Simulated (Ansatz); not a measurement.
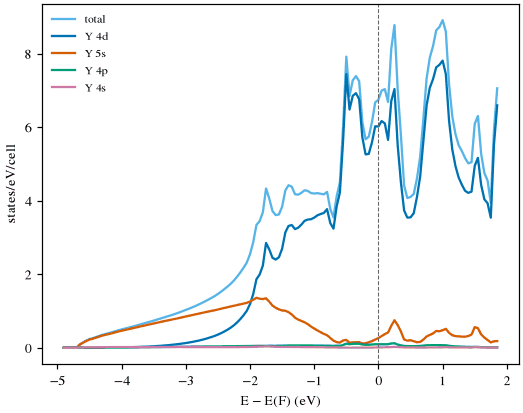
Figure. Total and projected density of states of Y (dhcp (α-La type), P6_3/mmc), PBE (plane waves, PAW; program Ansatz)

Question: Which orbitals carry the states next to the Fermi level?

Answer: Within 0.5 eV of the Fermi level: Y 4d 88 %, outside the projected shells 6 %. Projections are on Löwdin-orthogonalised atomic valence shells; empty p or d shells of many metals are not among them.

Question: Where is the tallest occupied peak in this window, and what makes it?

Answer: Near -0.5 eV, about 7.9 states/eV per cell; the largest projected share is Y 4d.

The workflow started from a Materials Project entry (that database holds measured and hypothetical structures alike). Its sites differ from those of the usual phase in this space group: another stacking or structure type. The PBE relaxation kept the symmetry of its start; its stability against distortions is not shown here. The workflow began spin-polarised and lost its moments. Spin–orbit coupling is left out wherever it is not named.

Potentials: the later of the program's two PAW sets.
